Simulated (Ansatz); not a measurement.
Results of PBE in Ansatz (plane waves, PAW) for bcc Rb.

Settings: plane-wave cutoff 520 eV, 14×14×14 k mesh, Fermi–Dirac smearing 0.05 eV, scalar-relativistic PAW data made under PBE.

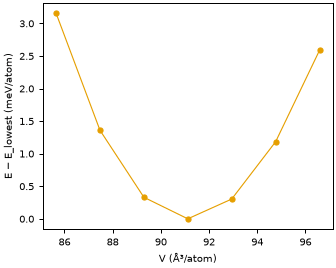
Fig. 1. Total energy against volume

From the curve, estimate the equilibrium volume and the bulk modulus.

V0 ≈ 91.1 Å³/atom and B0 ≈ 2.8 GPa; the fit gives V0 = 91.128 Å³/atom, B0 = 2.78 GPa, B′ = 3.8.

Measured, for comparison: bulk modulus 2.92 GPa (corrected for temperature and zero-point phonon effects, our sources range from 2.92 to 3.60; as tabulated in Levämäki et al. (2014), arXiv:1402.3671); equilibrium volume per atom 86.68 Å³/atom (low-temperature or extrapolated to 0 K; zero-point anharmonic expansion removed; as tabulated in Csonka et al. (2009), arXiv:0903.4037). Computed (rounded) less measured: bulk modulus not scored (sources differ), equilibrium volume per atom +5.1 %.

Ansatz is an electronic-structure program.
